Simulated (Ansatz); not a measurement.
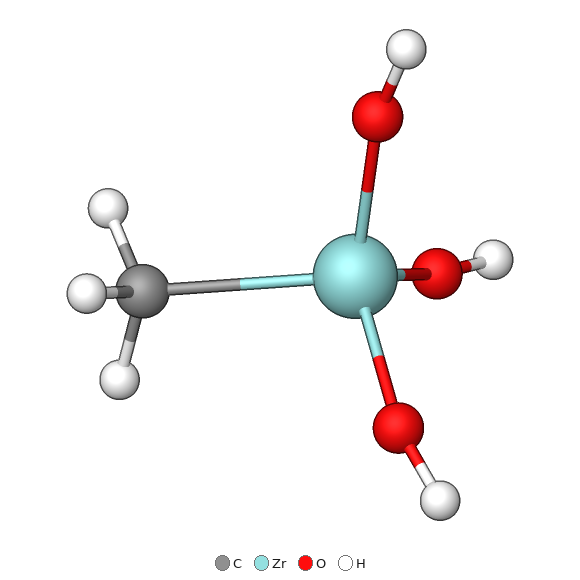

The species is neutral and a spin singlet. Harmonic vibrations computed with RKS PBE0-D4/def2-TZVP, core potentials on Zr (Ansatz 0.2.0) at a stationary point of the same level.

How many imaginary frequencies does it have?

Answer. A minimum: no imaginary frequency, and the lowest mode lies at 57 cm⁻¹.

List the wavenumbers.

Answer. 27 modes: 57, 97, 148, 148, 152, 168, 168, 237, 238, 284, 284, 323, 507, 528, 528, 706, 708, 708, 1168, 1423, 1423, 3018, 3105, 3105, 4010, 4010, 4014 cm⁻¹.
